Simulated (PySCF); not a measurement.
# C$_{5}$H$_{13}$Si (charge +1): what the fields show

Input

```
{"job": {"kind": "nmr", "xc": "PBE0", "basis": "pcSseg-1", "solvent": "cyclohexane", "pop": false}, "charge": 1, "multiplicity": 1}
C     -1.907004    -0.710950    -0.700095
C     -0.870564    -0.310491     0.169362
C     -1.223934     1.143770     0.710792
C      0.558774    -0.518980    -0.320442
C      0.998631     0.523092    -1.345496
Si     1.808966    -0.658744     1.141400
H     -1.111123    -0.898742     1.097959
H     -1.732298    -0.968933    -1.756885
H     -2.942011    -0.795741    -0.337252
H     -0.451233     1.369520     1.458817
H     -2.212675     1.183140     1.185727
H     -1.171063     1.868514    -0.109854
H      0.593891    -1.520134    -0.788595
H      1.113621     1.526277    -0.907565
H      1.966187     0.248444    -1.788947
H      0.277005     0.604236    -2.180034
H      3.091938    -1.144740     0.569371
H      1.244162    -1.623299     2.130739
H      1.968731     0.683761     1.770997
```

Launched as:

```sh
OMP_NUM_THREADS=1 python ens_run.py task.json out
```

Geometry: PBE0-D3(BJ)/def2-SVP.

Computed with PBE0/pcSseg-1, SCF density, in a cyclohexane solvent model, non-relativistic in PySCF.

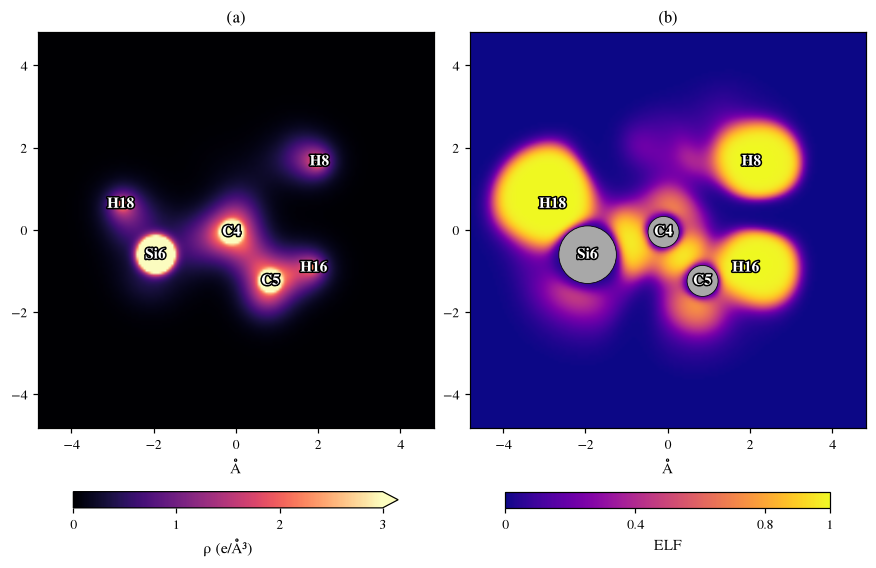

Figure 1. (a) total electron density; (b) ELF on the plane of atoms C4, Si6 and H18. Grey discs cover the atomic cores in the ELF map.

> What do the fields say about this system?

The section cuts through C, Si and H sites. C–Si (1.93 Å): ρ is about 0.88 e/Å³ halfway; the ELF peaks at about 0.95 between the atoms; a covalent bond. C–H (1.11 Å): the density is about 1.9 e/Å³ at the midpoint; the ELF climbs to about 1 towards the hydrogen, as it does in any bond to H (an ordinary covalent bond to hydrogen). C–C (1.53 Å): ρ is about 1.6 e/Å³ halfway; the ELF peaks at about 0.95 between the atoms (localised, covalent bonding). Si–H (1.49 Å): the density is about 0.78 e/Å³ at the midpoint; the ELF climbs to about 1 towards the hydrogen.

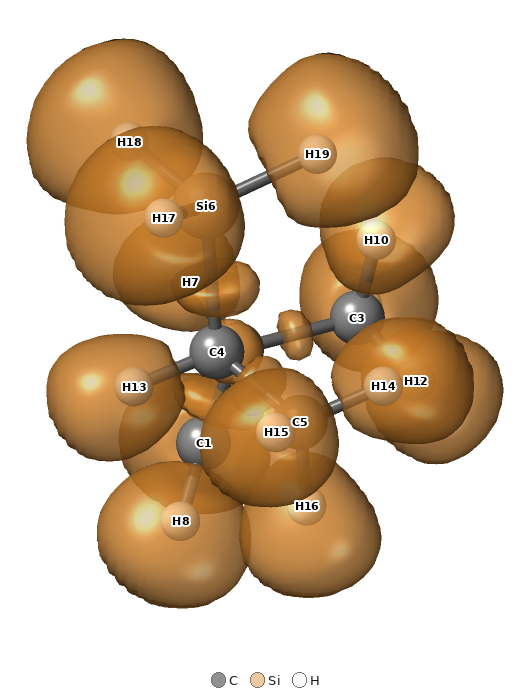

Figure 2. Isosurface of the ELF at 0.85 (orange), seen at an oblique angle. Only the valence region is drawn (cores and ρ < 0.01 e/Å³ removed).

> What do the ELF domains correspond to?

The surface consists of four regions between bonded C–C atoms (shared pairs), one region between bonded C–Si atoms (shared pairs) and 13 regions around hydrogen nuclei. Profiles from the grid: C–C (1.41 Å): the ELF peaks at about 0.95 between the atoms (a covalent bond).
